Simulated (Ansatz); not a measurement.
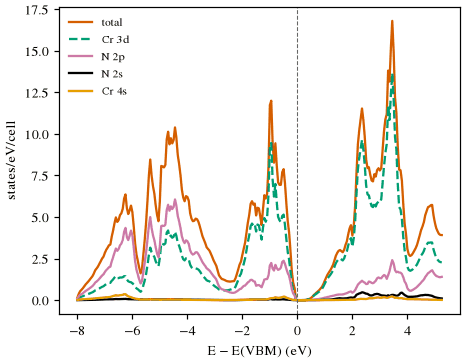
Figure: Total and projected density of states of CrN in space group Pmmn (No. 59; Cr on 2a, N on 2b), the program Ansatz at the r²SCAN level (PAW)

Which orbitals carry the states next to the gap?

Top 1 eV of the valence band: Cr 3d 71 %, N 2p 26 %. Bottom 1 eV of the conduction band: Cr 3d 85 %, N 2p 12 %. Projections are on Löwdin-orthogonalised atomic valence shells; empty p or d shells of many metals are not among them.

Where is the tallest occupied peak in this window, and what makes it?

Near -0.9 eV, about 12 states/eV per cell; the largest projected share is Cr 3d.

The first step of the workflow began from a Materials Project structure, measured or hypothetical; the Crystallography Open Database copy checked does not list it. COD files the formula under space group No. 225. Whether it is the stable phase at ambient conditions was not checked. The r²SCAN relaxation kept the symmetry of its start, as lowered by the spin order; its stability against distortions is not shown here. Magnetic state: antiferromagnetic, chosen from 5 collinear starts compared on coarse meshes (ties went to the first, and starts can fall back to one state), not a proven ground state. Other orbital occupations within this spin state were not tried. No Hubbard U is applied.

Potentials: the later of the program's two PAW sets.
